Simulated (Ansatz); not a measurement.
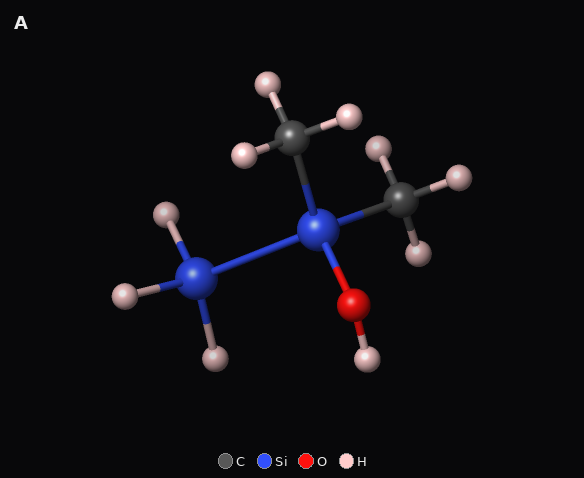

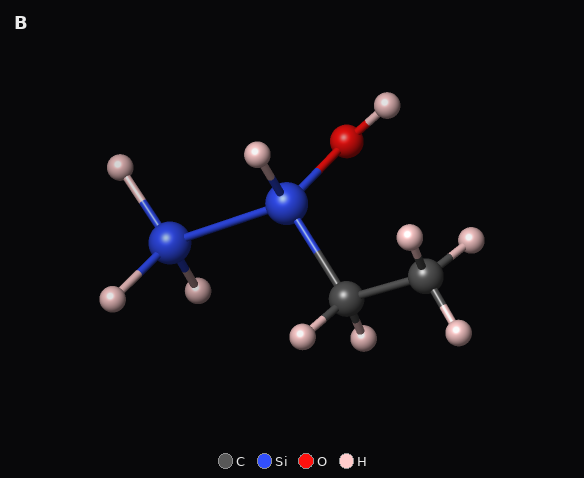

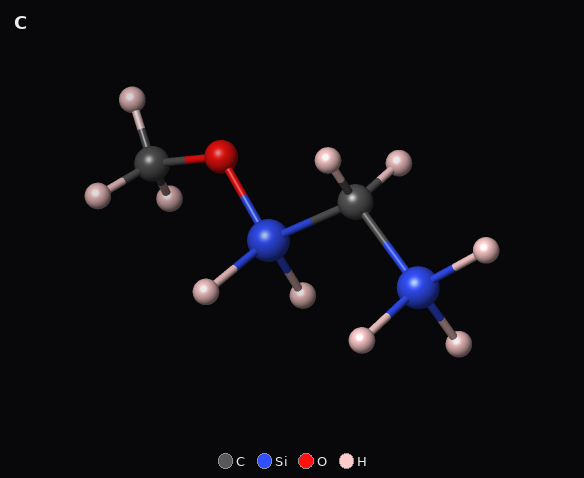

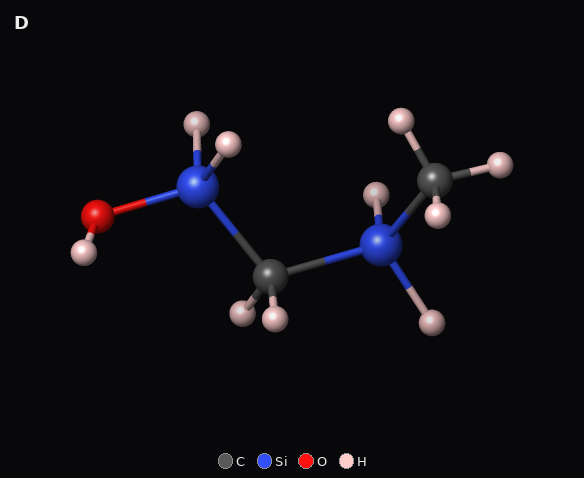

4 stationary structures of one formula. Geometries: PBE0-D4/def2-TZVP. Electronic energies: RHF-MP2 (frozen core)/def2-QZVPP (Ansatz 0.2.0), without zero-point energy. No frequency run is at hand to confirm each as a minimum. Each is one conformer, not always the lowest.

Are they conformers, stereoisomers or constitutional isomers?

Answer. They are constitutional isomers of C2H10OSi2: A `C[Si](C)(O)[SiH3]`, B `CC[Si@@H](O)[SiH3]`, C `CO[SiH2]C[SiH3]`, D `C[SiH2]C[SiH2]O`.

Which structure is the most stable?

Answer. D is lowest; A lies 11.0 kJ/mol above it, B lies 72.2 kJ/mol above it, C lies 102.7 kJ/mol above it.
